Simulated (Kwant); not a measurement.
Device: wire with an abrupt hard-wall neck in a InAs two-dimensional gas. Effective mass 0.023 mₑ, grid spacing 6.2 nm, hard walls, nominal width 150 nm (25 grid rows, so walls 161.2 nm apart), one parabolic valley, scattering region 450 nm long along x; energies count from the band bottom; Fermi energy swept from 0.00036331 to 0.01846 eV. Central neck 43 nm wide and 130 nm long.

Constants are typed, rounded textbook-type inputs, not results; the design itself was drawn at random and stands for no fabricated device.

Model: effective-mass tight-binding model on a square grid, one spin, coherent transport at 0 K (Kwant). Conductance is in e²/h.

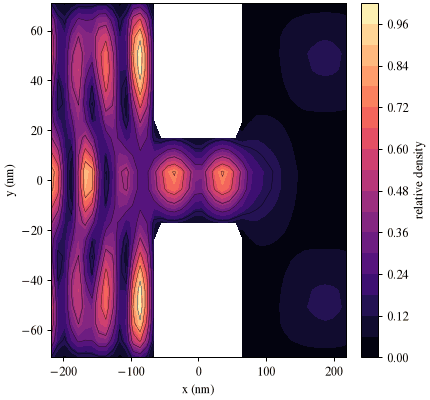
Figure: Density of the scattering states that come in from the left lead, at energy = 0.0095428 eV, in bins, relative to the largest site value

The conductance there is 1.00 e²/h with 3 open channel(s) in the leads.
